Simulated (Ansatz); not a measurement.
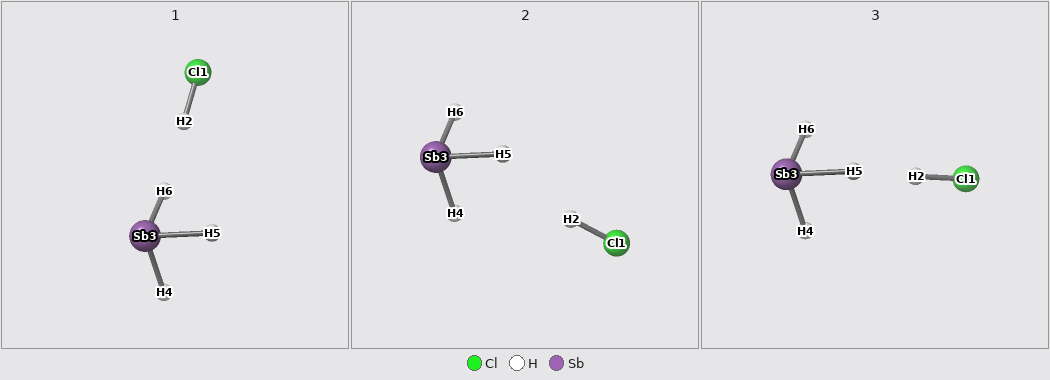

The pair ClH···H₃Sb. The turn is about an axis along (0.38, −0.91, 0.17) in the frame of the relaxed pair, normal to the line between the partners. Coordinates scanned: (1) distance Sb3···Cl1; (2) turn of Cl1, H2 about Sb3. The grid has 11 × 11 points. Points are written as (first, second). Energies: kJ/mol, counted from the lowest grid point. These are results of Ansatz 0.2.0, RKS PBE-D4/def2-SVPD, not measurements.

The numbered pictures are structures from this grid.

### Which is the most stable, and how do the others follow?

3, at (4.412 Å, 0°): 0.0 kJ/mol; 2, at (4.868 Å, 24°): 4.2 kJ/mol; 1, at (4.209 Å, −72°): 10.1 kJ/mol.

The map, with the structures marked:

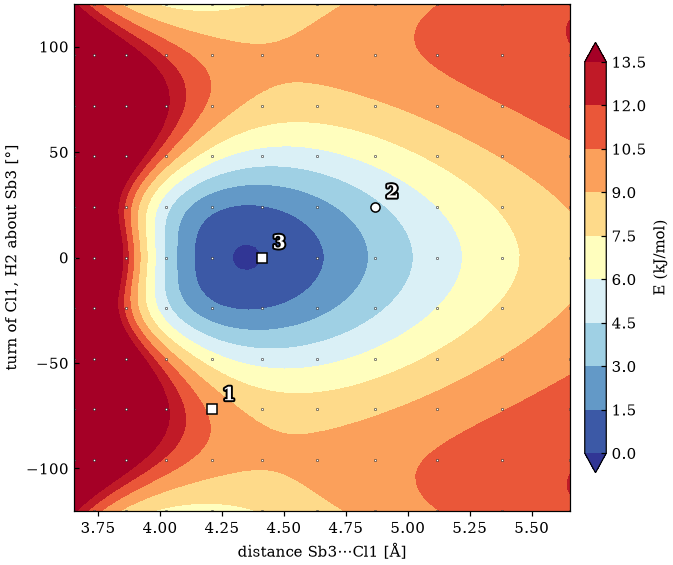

Drawn: filled contours, dots at the grid points, one colour for all values above the top of the scale. Between grid points the surface is interpolated.
